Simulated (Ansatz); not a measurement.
**Run report: Si₅₀H₅₂, geometry relaxation (part 2 of 4)**

The same run, continued: Si₅₀H₅₂ (Si50H52 off sphere); RKS PBE-D4/def2-SVP (Ansatz 0.2.0). 

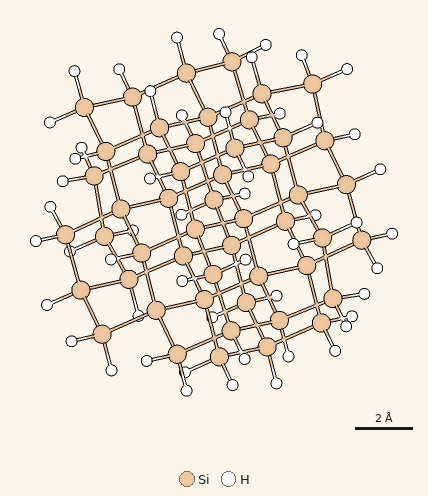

Figure 1. The geometry at step 2 of the log (ball-and-stick view, seen at a tilt).

## Output, continued
```
Atom 60 at    -2.612447     2.615511    -3.465464 Å, force    -0.000803     0.000447     0.002529 eV/Å
Atom 61 at     0.094290     2.544927    -6.259563 Å, force    -0.001138    -0.004532    -0.001724 eV/Å
Atom 62 at     1.833185     0.824115    -6.228830 Å, force    -0.001368    -0.003320     0.001667 eV/Å
Atom 63 at    -2.866575    -2.081477     6.151804 Å, force    -0.004647    -0.005318    -0.011622 eV/Å
Atom 64 at    -1.197893    -0.381908     6.664540 Å, force    -0.002572    -0.000225    -0.003687 eV/Å
Atom 65 at     0.371955     1.189998     6.657496 Å, force     0.000229     0.004050    -0.002062 eV/Å
Atom 66 at     2.075601     2.860175     6.162478 Å, force     0.004916     0.004367    -0.012723 eV/Å
Atom 67 at    -0.174943     5.056514    -3.719051 Å, force    -0.001916    -0.009280     0.000125 eV/Å
Atom 68 at     1.546093     5.575448    -2.076742 Å, force    -0.000178    -0.007851    -0.002457 eV/Å
Atom 69 at    -2.618180     5.310331    -0.784536 Å, force    -0.000515    -0.001108     0.001146 eV/Å
Atom 70 at     1.880501     5.309682     3.668804 Å, force    -0.000590     0.000267     0.002555 eV/Å
Atom 71 at     4.556886    -4.556712    -3.522027 Å, force    -0.000544     0.000205     0.001074 eV/Å
Atom 72 at     4.533784     0.892830    -3.505082 Å, force     0.000367     0.004443    -0.002436 eV/Å
Atom 73 at     4.550377     2.620038     3.699215 Å, force    -0.000365    -0.000025     0.000320 eV/Å
Atom 74 at     3.068781     5.555479    -0.437335 Å, force     0.003979    -0.002429     0.007826 eV/Å
Atom 75 at     4.794057     5.062674     1.204316 Å, force     0.007076    -0.011719     0.005096 eV/Å
Atom 76 at    -4.236121    -5.639919    -2.385096 Å, force    -0.004443     0.011463    -0.005577 eV/Å
Atom 77 at    -2.508976    -6.170158    -0.755374 Å, force    -0.002313     0.001038    -0.001247 eV/Å
Atom 78 at    -3.981571    -3.197193    -4.868185 Å, force     0.000248    -0.001590     0.001468 eV/Å
Atom 79 at    -6.687974    -0.515179     0.534421 Å, force    -0.000502     0.001891    -0.001793 eV/Å
Atom 80 at    -6.734290     1.187387     2.290605 Å, force    -0.002015    -0.002322     0.001448 eV/Å
Atom 81 at    -3.987597     1.272553     5.004107 Å, force    -0.001843    -0.000322    -0.002472 eV/Å
Atom 82 at    -3.951696     3.955355     2.364430 Å, force    -0.001124     0.000696     0.000335 eV/Å
Atom 83 at     1.449682    -5.922784    -2.124099 Å, force    -0.002603     0.001427     0.001321 eV/Å
Atom 84 at     3.188702    -5.914140    -0.407203 Å, force    -0.000171     0.000147    -0.001317 eV/Å
Atom 85 at     1.432759    -3.162608    -4.869269 Å, force    -0.000139     0.000439    -0.000270 eV/Å
Atom 86 at     3.160843    -1.434686    -4.871554 Å, force    -0.000164     0.000504     0.000105 eV/Å
Atom 87 at    -0.965192    -6.167034     0.864973 Å, force     0.005400     0.005868     0.000689 eV/Å
Atom 88 at     0.748062    -5.687981     2.531016 Å, force     0.003485     0.010171     0.002569 eV/Å
Atom 89 at     0.514739    -3.169931     5.053992 Å, force     0.001322     0.001536     0.000465 eV/Å
Atom 90 at     3.186008    -3.187940     2.320662 Å, force     0.001713    -0.001514    -0.000923 eV/Å
Atom 91 at     3.203056     3.980968    -4.865718 Å, force     0.001002    -0.000317     0.000635 eV/Å
Atom 92 at    -1.271458     3.990317     5.002568 Å, force     0.001111     0.001279    -0.002399 eV/Å
Atom 93 at     3.169158    -0.514698     5.055094 Å, force    -0.001630    -0.000938     0.000652 eV/Å
Atom 94 at    -1.182674     6.737006     2.289216 Å, force     0.001968     0.002133     0.002006 eV/Å
Atom 95 at     0.519838     6.688855     0.533174 Å, force    -0.002060    -0.000363    -0.001306 eV/Å
Atom 96 at     5.913550    -3.191007    -0.406819 Å, force    -0.000353     0.000935    -0.001509 eV/Å
Atom 97 at     5.924441    -1.450752    -2.122376 Å, force    -0.002198     0.002290     0.001083 eV/Å
Atom 98 at     6.169317     2.503114    -0.747453 Å, force    -0.000767     0.002068    -0.002290 eV/Å
Atom 99 at     5.647581     4.228974    -2.381901 Å, force    -0.010612     0.004889    -0.004990 eV/Å
Atom 100 at     5.681803    -0.753254     2.536674 Å, force    -0.009290    -0.002888     0.001988 eV/Å
Atom 101 at     6.171488     0.958554     0.872086 Å, force    -0.005939    -0.005289     0.000153 eV/Å
Dipole moment:     0.002093     0.000529     0.014976 e Å
Checks for a lower state left out: stability, starts, cluster_reference, orbital_swaps, neighbouring_geometries, increment
```

## Trajectory as extended XYZ (Å, eV, eV/Å), 5 frames, from step=1 to step=5
```
102
Properties=species:S:1:pos:R:3:forces:R:3 step=1 energy=-394431.16463
Si   -4.4541   -3.6749    0.0981    0.9539  -0.9756   0.3010
Si   -4.4788   -0.9581   -2.6156    1.6583   0.2117  -0.4021
Si   -4.4673   -0.9630    2.8141    0.8493   0.3680  -0.7108
Si   -4.4549    1.7442    0.1014    0.4421  -0.5026   0.2812
Si   -1.7548   -3.6897   -2.6296   -0.4539   0.6566   0.6338
Si   -1.7348   -3.6866    2.8043    0.6239   0.3902  -0.6544
Si    0.9600   -3.6911    0.0933    0.1891   0.1362  -0.1230
Si   -1.7479   -0.9523   -5.3227   -0.4032   0.0325   0.9987
Si   -1.7844    1.7154   -2.6249    1.3853  -0.1804   0.4697
Si    0.9654   -0.9685   -2.6191   -0.0708   0.0088  -0.1724
Si    1.0035    1.7271   -5.3435   -0.5245   0.6937   1.4438
Si   -1.7131   -0.9620    0.1031   -0.4717  -0.2624  -0.3422
Si   -1.7515    1.7191    2.8112   -0.0244   0.5823  -0.2178
Si    0.9734   -0.9901    2.7984   -0.0111   0.4541  -0.0268
Si    0.9706    1.7296    0.0917    0.2472  -0.1803  -0.2268
Si   -1.7423   -0.9712    5.5166   -0.4152  -0.6791  -1.1031
Si    0.9806    1.7571    5.5290   -0.0758  -0.0698  -1.0414
Si    0.9594    4.4703   -2.6298    0.2579  -2.0669   0.2967
Si   -1.7306    4.4432    0.1069    0.6419  -0.4881   0.2669
Si    0.9714    4.4405    2.8040   -0.6831  -0.4393  -0.5410
Si    3.6880   -3.6831   -2.6371   -0.5591   0.5597   0.9627
Si    3.6706    1.7468   -2.6293   -0.3183   0.7442   0.4344
Si    3.6908   -0.9603    0.0684    0.0230  -0.2860   0.2685
Si    3.6910    1.7621    2.8042   -0.7278  -0.9134  -0.8009
Si    3.6751    4.4706    0.0970    0.2375  -1.6410   0.0006
Si   -3.0881   -5.0502   -1.2868   -0.6671   1.2798  -0.0934
Si   -3.1032   -2.3362   -3.9684    0.4019   0.8325   0.4569
Si   -3.0986   -2.3539    1.4330    0.0771   0.6246   0.3370
Si   -3.0883    0.3962   -1.2742   -0.3960  -0.4401   0.4739
Si   -5.8170    0.3927    1.4580    1.1889  -0.3174  -0.3368
Si   -3.0884    0.3899    4.1650    0.0449  -0.4699  -0.2436
Si   -3.1054    3.1174    1.4172    0.4665  -0.7350   0.1805
Si   -0.3881   -2.3290   -1.2860    0.0237  -0.0522   0.2609
Si    2.3345   -5.0547   -1.2516   -0.0454   1.4371  -0.2338
Si    2.3276   -2.3194   -3.9618   -0.1563  -0.1558   0.6111
Si   -0.3803   -5.0581    1.4282    0.1726   1.0451   0.6047
Si   -0.3597   -2.3311    4.1561   -1.2904   0.9452  -0.8526
Si    2.3316   -2.3323    1.4637   -1.0594   1.1679  -1.5672
Si   -0.3855    0.3862   -3.9908    0.0545   0.1937   0.1932
Si   -0.3790    3.0860   -1.2546   -0.1980  -0.0940  -0.3038
Si    2.3523    0.3632   -1.3016   -0.4302   0.3025   0.4135
Si    2.3387    3.1397   -3.9951   -0.7320  -1.0575   0.7795
Si   -0.4048    0.3949    1.4383    0.4675  -0.1471   0.3329
Si   -0.3936    3.0963    4.1744    1.0446  -1.0463  -1.1337
Si    2.3234    0.3902    4.1638   -0.6296   0.6470  -0.7652
Si    2.3168    3.0967    1.4367    0.0899   0.0111   0.0874
Si   -0.3859    5.8002    1.4345    0.1240  -0.8087   0.3040
Si    5.0668   -2.3303   -1.2654   -1.9462   0.2158  -0.3896
Si    5.0526    3.0952   -1.2680   -1.3816   0.7132  -0.5727
Si    5.0514    0.3903    1.4335   -1.5843  -0.3483   0.5690
H    -5.2839   -2.8589   -0.7598   -0.7000   0.2721  -0.2395
H    -5.3099   -4.5302    0.9547   -0.2534  -0.2875   0.3185
H    -5.3141   -1.8065   -1.8172   -0.8993  -0.3721   0.4474
H    -5.2965   -0.1211   -3.4630   -0.6560   0.7603  -0.7434
H    -5.3059   -1.8054    3.6563   -0.5679  -0.6035   0.5829
H    -5.2865    2.6105   -0.7408   -0.4869   0.4377  -0.5171
H    -0.9155   -4.5263   -3.4606    0.7346  -0.6542  -0.7081
H    -2.5793   -4.5248    3.6484   -0.5906  -0.5371   0.5717
H    -2.6060   -0.1221   -6.1836   -0.3631   0.4079  -0.3900
H    -0.9242   -1.7993   -6.1552    0.6895  -0.6853  -0.7488
H    -2.5735    2.5834   -3.4735   -0.7118   0.6911  -0.6669
H     0.1776    2.5941   -6.1921   -0.5043   0.4008  -0.4620
H     1.7972    0.9079   -6.1983    0.9551  -0.9676  -0.9353
H    -2.5784   -1.8158    6.3797   -0.4931  -0.4928   0.3594
H    -0.8922   -0.1752    6.3620    0.3684   0.3785   0.7986
H     0.1103    0.9233    6.3639   -0.0218  -0.0494   0.4961
H     1.8171    2.5650    6.3888    0.7341   0.7445   0.6484
H     0.1649    5.2805   -3.4539   -1.3632   1.2469  -1.2943
H     1.7988    5.2961   -1.8041    0.3455   0.8202   0.3788
H    -2.5529    5.2819   -0.7484   -0.6320   0.6180  -0.6771
H     1.8164    5.2867    3.6422    0.5754   0.5233   0.5357
H     4.5159   -4.5264   -3.4770    0.6629  -0.6675  -0.7020
H     4.5178    0.9035   -3.4645    0.5496  -0.5813  -0.5984
H     4.5252    2.5765    3.6571    0.7020   0.7850   0.7208
H     2.8452    5.2944   -0.7540   -0.2223   0.7274  -0.2417
H     4.5165    5.2775    0.9381    0.7857   0.7931   0.8534
H    -3.9558   -5.8933   -2.0963   -0.6013  -0.5420  -0.6551
H    -2.2583   -5.8881   -0.4577    0.3059  -0.7513   0.3156
H    -3.9324   -3.1627   -4.8384   -0.5724  -0.5888  -0.5556
H    -6.6426   -0.4616    0.5969   -0.4944  -0.4206  -0.4261
H    -6.6527    1.2205    2.2911   -0.8031   0.7325   0.7036
H    -3.9628    1.2504    4.9945   -0.2738   0.3557   0.3268
H    -3.9618    3.9480    2.2828   -0.3647   0.4032   0.4203
H     1.4972   -5.8872   -2.1026   -0.5723  -0.6228  -0.5474
H     3.1703   -5.8933   -0.4172    0.6317  -0.6764   0.6562
H     1.4853   -3.1797   -4.8161   -0.3609  -0.3151  -0.3644
H     3.1733   -1.4958   -4.8302    0.4265   0.4856  -0.4727
H    -1.2139   -5.9085    0.5983   -0.1793  -0.6473  -0.1969
H     0.4517   -5.9025    2.2885    0.5576  -0.4356   0.4913
H     0.4503   -3.1531    4.9899    1.0162  -1.0008   0.9864
H     3.1572   -3.1616    2.2512    1.1954  -1.1783   1.1791
H     3.2131    3.9282   -4.8282    0.7709   0.7745  -0.7334
H    -1.2103    3.9381    4.9769   -1.0812   1.0240   1.0084
H     3.1760   -0.4383    4.9968    0.6422  -0.6756   0.6339
H    -1.2274    6.6615    2.2745   -0.4351   0.4493   0.4297
H     0.4577    6.6572    0.6036    0.5021   0.5090  -0.5312
H     5.8612   -3.1700   -0.4405    1.0521  -0.9930   1.0366
H     5.8972   -1.4902   -2.0900    0.8157   0.7357  -0.7234
H     5.8842    2.2683   -0.4392    0.8410  -0.3337   0.3723
H     5.8922    3.9655   -2.1064    0.3799   0.4023  -0.4665
H     5.8732   -0.4535    2.2809    0.6170  -0.6924   0.6381
H     5.8716    1.2253    0.6094    0.9370   0.3970  -0.4201
102
Properties=species:S:1:pos:R:3:forces:R:3 step=2 energy=-394433.63726
Si   -4.4433   -3.7774    0.1854    0.2428  -0.1117  -0.2000
Si   -4.4605   -0.8708   -2.7201    0.5328  -0.1181   0.1200
Si   -4.4594   -0.9746    2.8039    0.1541   0.1933  -0.2247
Si   -4.4517    1.7486    0.0941    0.1110  -0.1982   0.1045
Si   -1.7617   -3.6802   -2.6379   -0.2325   0.2637   0.3044
Si   -1.7375   -3.7022    2.8121    0.3618   0.1343  -0.1795
Si    0.9770   -3.6888    0.0969   -0.0063   0.0066   0.0450
Si   -1.7350   -0.9635   -5.3387   -0.1598  -0.0010   0.2718
Si   -1.7524    1.7345   -2.6311    0.3837  -0.1355   0.2728
Si    0.9641   -0.9697   -2.6194    0.0044   0.0104  -0.0656
Si    0.9769    1.7412   -5.3508   -0.0864   0.1653   0.4041
Si   -1.7393   -0.9705    0.0927   -0.1611  -0.1314  -0.1582
Si   -1.7397    1.7362    2.8108    0.0983   0.0398  -0.0180
Si    0.9737   -0.9740    2.8112   -0.1041   0.1754   0.0319
Si    0.9774    1.7390    0.0931    0.0947   0.0045  -0.1477
Si   -1.8416   -1.0732    5.5151    0.0964   0.0168  -0.3466
Si    1.0680    1.8464    5.5248   -0.2292  -0.2727  -0.3142
Si    0.8666    4.4469   -2.7327    0.3690  -0.7258   0.3941
Si   -1.7303    4.4494    0.0940    0.2103  -0.1719   0.1093
Si    0.9770    4.4557    2.7958   -0.2106  -0.0679  -0.1699
Si    3.6885   -3.6833   -2.6321   -0.1845   0.1665   0.2325
Si    3.6807    1.7519   -2.6313   -0.1868   0.2825   0.2124
Si    3.6848   -0.9765    0.0877    0.0548  -0.0394   0.1269
Si    3.6939    1.7413    2.8141   -0.1984  -0.4013  -0.2097
Si    3.7769    4.4580    0.1865   -0.1170  -0.5082  -0.3542
Si   -3.1933   -5.0496   -1.3676    0.0049   0.3833   0.2485
Si   -3.1060   -2.3163   -3.9950    0.1693   0.2926   0.0742
Si   -3.0938   -2.3422    1.4584    0.0990   0.0182  -0.0272
Si   -3.0979    0.3953   -1.2743   -0.1150  -0.1010   0.0470
Si   -5.8104    0.3850    1.4458    0.3483  -0.1574  -0.1879
Si   -3.1007    0.3785    4.1581    0.0354  -0.1587   0.0057
Si   -3.0938    3.1034    1.4429    0.1200  -0.1632  -0.0006
Si   -0.3870   -2.3350   -1.2693   -0.1123  -0.0707   0.1443
Si    2.3326   -5.0401   -1.2668   -0.0127   0.4220  -0.0480
Si    2.3193   -2.3277   -3.9740   -0.0324  -0.0245   0.1991
Si   -0.2812   -5.0490    1.5415   -0.1866   0.3132  -0.0620
Si   -0.3880   -2.3337    4.1554   -0.4939   0.2839  -0.1824
Si    2.3245   -2.3233    1.4521   -0.3468   0.3643  -0.5753
Si   -0.3822    0.3904   -3.9875   -0.0054   0.0434   0.0337
Si   -0.3870    3.0845   -1.2706   -0.0413   0.0608  -0.1209
Si    2.3362    0.3788   -1.2749   -0.0198   0.1400   0.1807
Si    2.3296    3.1048   -4.0005   -0.3551  -0.2613   0.1573
Si   -0.3880    0.3827    1.4453    0.0929   0.0196   0.0898
Si   -0.3723    3.1077    4.1597    0.3524  -0.3540  -0.3104
Si    2.3292    0.3961    4.1666   -0.1956   0.2931  -0.1173
Si    2.3367    3.0941    1.4553    0.1064  -0.0596  -0.0832
Si   -0.3796    5.8127    1.4403    0.0718  -0.2197  -0.0143
Si    5.0492   -2.3312   -1.2679   -0.6540   0.0983  -0.1094
Si    5.0469    3.1983   -1.3620   -0.3787   0.0493   0.1465
Si    5.0370    0.2842    1.5442   -0.4803   0.1352  -0.0871
H    -5.3580   -2.9613   -0.6397   -0.3837   0.2413  -0.1043
H    -5.3111   -4.6277    1.0583    0.0074  -0.1985   0.2029
H    -5.3919   -1.6772   -1.9103   -0.3936  -0.2061   0.2101
H    -5.2943    0.0002   -3.5807   -0.1307   0.3678  -0.3456
H    -5.3157   -1.8369    3.6695   -0.1825  -0.2120   0.1955
H    -5.3088    2.6121   -0.7775   -0.1414   0.1555  -0.1597
H    -0.8840   -4.5269   -3.4908    0.2138  -0.2230  -0.2533
H    -2.6132   -4.5459    3.6774   -0.2064  -0.1785   0.1951
H    -2.6029   -0.1026   -6.2028   -0.0815   0.1517  -0.1471
H    -0.8918   -1.8225   -6.2083    0.2556  -0.2041  -0.2722
H    -2.6023    2.6063   -3.4875   -0.2398   0.2323  -0.2217
H     0.1210    2.5984   -6.2270   -0.1764   0.1086  -0.1479
H     1.8204    0.8847   -6.2092    0.2904  -0.3455  -0.3458
H    -2.7001   -1.9363    6.3764   -0.2707  -0.2637   0.0177
H    -1.0103   -0.2758    6.4377    0.1797   0.2266   0.3804
H     0.2304    1.0300    6.4426   -0.0948  -0.0875   0.2572
H     1.9285    2.6886    6.3899    0.3459   0.3590   0.1129
H     0.0085    5.2849   -3.5692   -0.5804   0.3348  -0.5552
H     1.6808    5.3620   -1.9093    0.1913   0.3909   0.1974
H    -2.5790    5.3002   -0.7877   -0.2332   0.2011  -0.2160
H     1.8511    5.3062    3.6574    0.1987   0.1770   0.1867
H     4.5358   -4.5432   -3.5048    0.2305  -0.2255  -0.2310
H     4.5323    0.8823   -3.4959    0.1843  -0.1687  -0.1937
H     4.5371    2.6149    3.6732    0.2347   0.2620   0.2439
H     2.9620    5.3724   -0.6409   -0.2307   0.3906  -0.0857
H     4.6203    5.2979    1.0630    0.3738   0.1862   0.3769
H    -4.0601   -5.9023   -2.2230   -0.2977  -0.0842  -0.3059
H    -2.3700   -5.9686   -0.5589    0.2541  -0.4083   0.1382
H    -3.9589   -3.1851   -4.8596   -0.1958  -0.1954  -0.1795
H    -6.6716   -0.4763    0.5789   -0.1711  -0.1220  -0.1396
H    -6.6819    1.2370    2.2931   -0.2622   0.2346   0.2530
H    -3.9611    1.2691    5.0089   -0.1013   0.0978   0.0878
H    -3.9587    3.9620    2.3166   -0.1091   0.1234   0.1521
H     1.4748   -5.9126   -2.1177   -0.1934  -0.1969  -0.1705
H     3.1808   -5.9045   -0.4033    0.2123  -0.2278   0.2125
H     1.4575   -3.1881   -4.8463   -0.1173  -0.0928  -0.1165
H     3.1721   -1.4706   -4.8523    0.1219   0.1568  -0.1568
H    -1.0907   -5.9775    0.7201   -0.1381  -0.3272  -0.1707
H     0.5849   -5.9067    2.3978    0.2934  -0.0369   0.2689
H     0.4750   -3.1801    5.0049    0.3748  -0.3370   0.3435
H     3.1820   -3.1765    2.2885    0.4200  -0.4180   0.4381
H     3.2182    3.9517   -4.8397    0.2440   0.2666  -0.2489
H    -1.2474    3.9548    4.9943   -0.3731   0.3666   0.3425
H     3.1938   -0.4705    5.0159    0.2014  -0.2481   0.2129
H    -1.2412    6.6890    2.2922   -0.1283   0.1404   0.1479
H     0.4755    6.6808    0.5778    0.1512   0.1845  -0.1614
H     5.8912   -3.1815   -0.4068    0.3750  -0.3438   0.3515
H     5.9217   -1.4736   -2.1076    0.2703   0.2494  -0.2327
H     5.9698    2.3895   -0.5464    0.4324  -0.2784   0.1592
H     5.8997    4.0634   -2.2289    0.0273   0.2349  -0.2517
H     5.8830   -0.5881    2.3953    0.1121  -0.3443   0.3266
H     5.9571    1.0955    0.7286    0.4292   0.2109  -0.2400
```
